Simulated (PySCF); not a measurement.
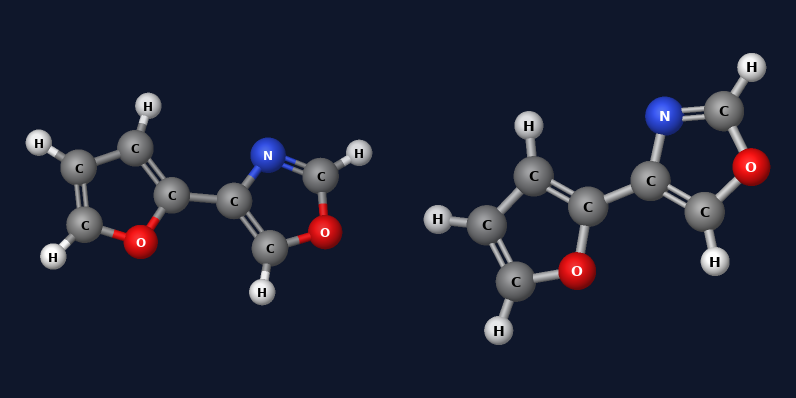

Both panels show the same species.

The geometry was computed by an optimisation with GFN2-xTB. No frequency run is at hand to confirm it as a minimum.

> Give the formula.

C₇H₅NO₂, 15 atoms: 7 carbon, 5 hydrogen, 1 nitrogen and 2 oxygen.

> Describe its rings.

Independent rings (smallest set): 2 of 5 members, 2 of them aromatic.

> Give a SMILES string for it.

c1coc(-c2cocn2)c1

The parts below concern this one geometry. Atoms keep their numbers from picture to picture.

Shape

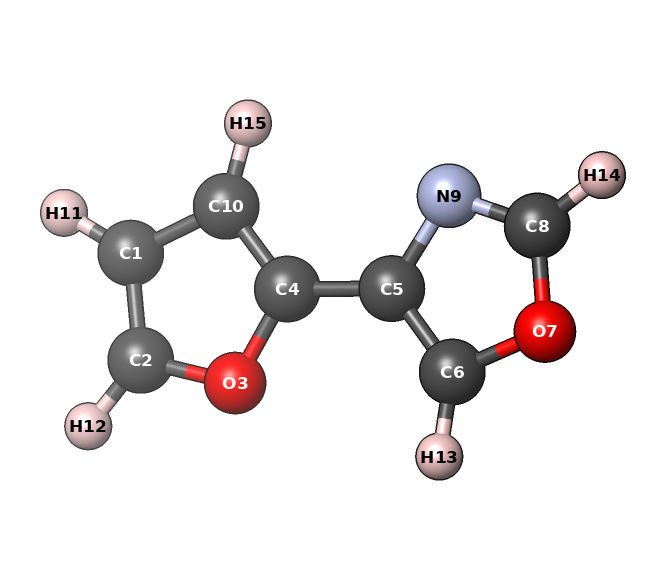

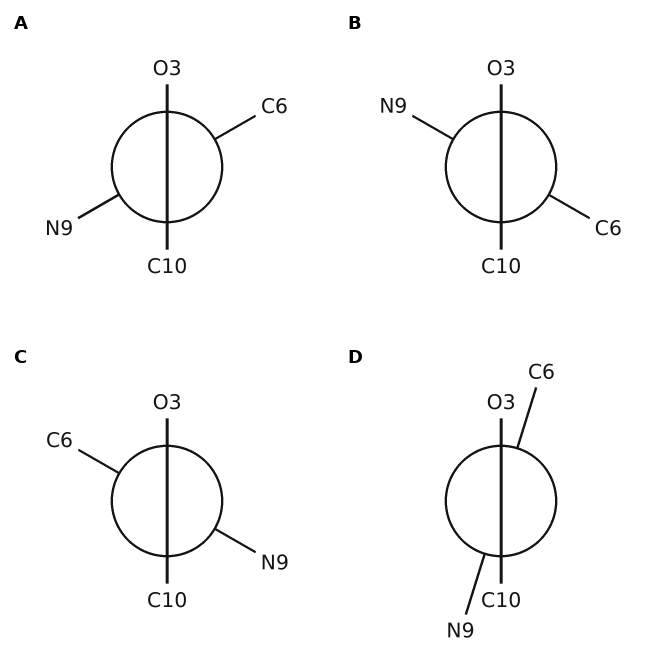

Depth is shown by fading: the farther an atom, the more it takes the colour of the background. Bonds that would overlap in a projection are set slightly apart. No frequency run is at hand to confirm it as a minimum.

> Which Newman projection shows the view along C4–C5, with C4 in front?

D. The torsion angle O3–C4–C5–N9 is 180°, antiperiplanar (anti).

Dipole moment

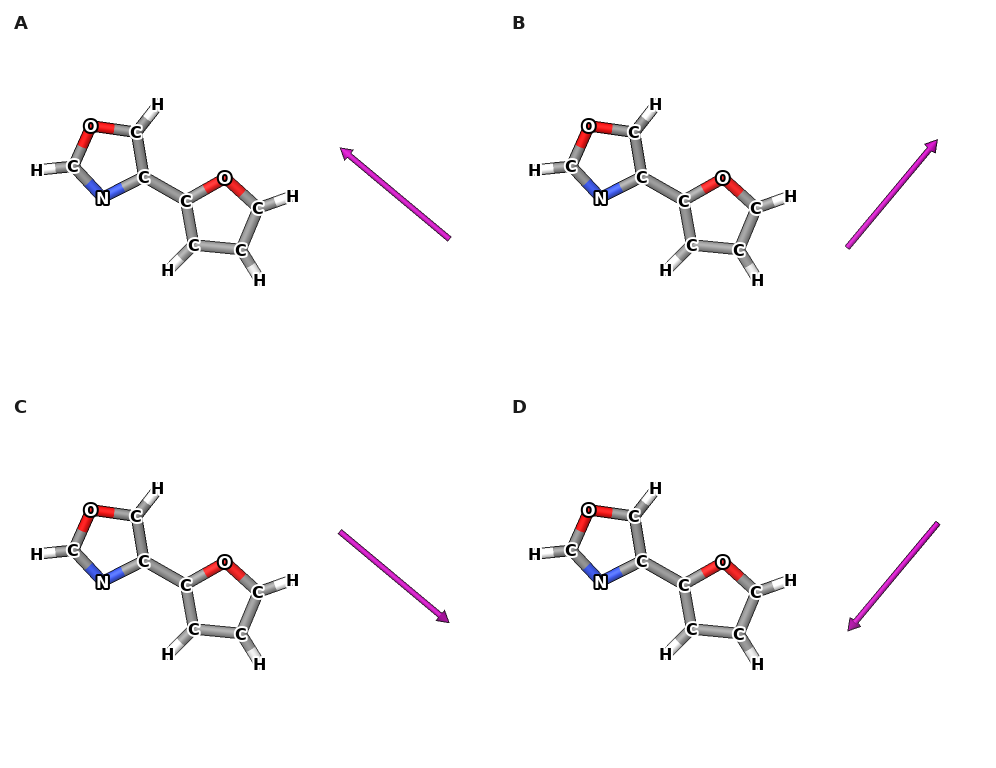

The same molecule four times, each with an arrow. No frequency run is at hand to confirm it as a minimum. Properties computed with CAM-B3LYP/def2-SVPD, gas phase (PySCF 2.14.0).

> Which arrow points along the dipole moment, from the negative to the positive end?

B. The dipole moment is 0.70 D.

Excitation

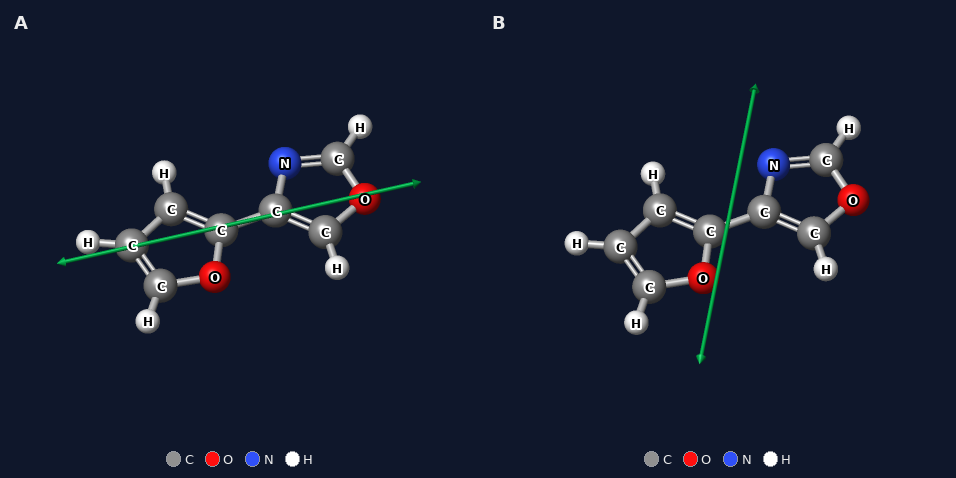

The double arrows show the directions of two transition dipoles from the ground state (lengths mean nothing). No frequency run is at hand to confirm it as a minimum. Method: TDDFT CAM-B3LYP/def2-SVPD, vertical, gas phase, core orbitals frozen in the response (PySCF 2.14.0).

> One belongs to singlet state 1 and one to singlet state 7. Which is which?

A: state 1, 5.06 eV (245 nm), oscillator strength 0.41, mainly HOMO → LUMO (weight 0.96).
B: state 7, 6.74 eV (184 nm), oscillator strength 0.14, mainly HOMO−1 → LUMO (weight 0.80).

Polarisability

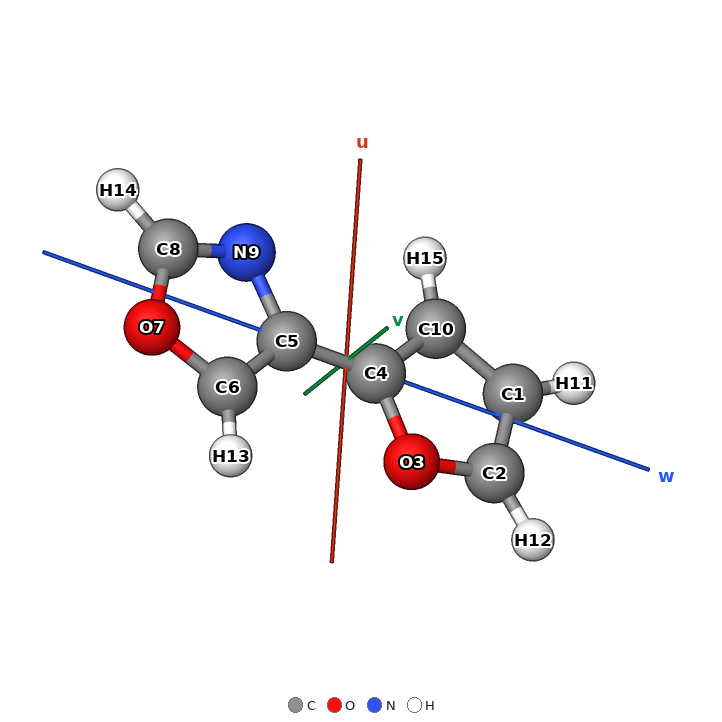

The lines u, v and w are the principal axes of the static dipole polarisability. No frequency run is at hand to confirm it as a minimum. Computed with CAM-B3LYP/def2-SVPD (PySCF 2.14.0).

> Along which axis is the molecule most polarisable, and along which least?

Most along w (in the molecular plane, nearly parallel to the C4–C5 bond), least along v (normal to the molecular plane).

> Give the three principal values.

u 90.1, v 52.9, w 133.9 bohr³; mean 92.3, anisotropy 70.3 bohr³.
